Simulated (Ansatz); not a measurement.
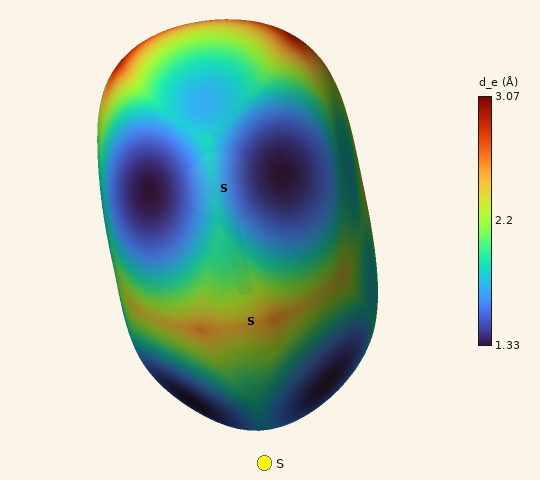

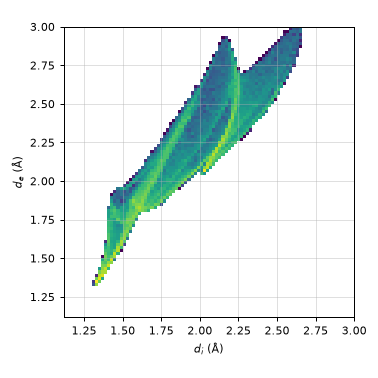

Hirshfeld surface computed for one S$_{2}$ unit (covalently bonded non-metal atoms) in Zr2S5 (Pmm2, No. 25), coloured by d_e. The second picture is its fingerprint plot, coloured by area on a logarithmic scale (dark little, yellow much).

The surface is where the fragment's share of the procrystal density (the sum of the densities of spherically averaged neutral Hartree-Fock atoms) equals one half. d_i and d_e are the distances from the surface to the nearest nucleus inside and outside. From Rb on the atoms have core potentials, so only their outer electrons count.

The cell is taken from coordinates from a relaxation with DFT PBE, scalar-relativistic, plane waves, PAW (Ansatz); the starting structure was generated, so it need not be a known form of this composition.

```
Zr S
1.0
     3.41935    0.00000    0.00000
     0.00000    8.36689    0.00000
     0.00000    0.00000    7.26694
Zr S
2 5
Direct
  0.50000 0.72365 0.68328
  0.50000 0.27635 0.68328
  0.00000 0.23278 0.44923
  0.00000 0.76722 0.44923
  0.00000 0.87431 0.90249
  0.00000 0.12569 0.90249
  0.00000 0.50000 0.80452
```

### What is the shortest distance from the fragment to an atom outside it?

S–Zr, 2.66 Å.

### How is the surface shared among contacts (nearest atom inside ··· nearest atom outside)?

S···S 65 %, S···Zr 35 %. The surface faces 12 neighbours with more than 2 % of its area each: 8 S + 4 Zr.

### Give the size and shape of the surface.

It encloses about 45.1 Å³, has an area of about 64 Å² and a globularity of 0.95 (1 for a sphere).

### Where does the fingerprint reach closest to the origin?

The smallest d_i + d_e is about 2.7 Å, which belongs to the shortest contact, S···Zr at 2.66 Å; d_e runs from 1.33 to 3.07 Å.
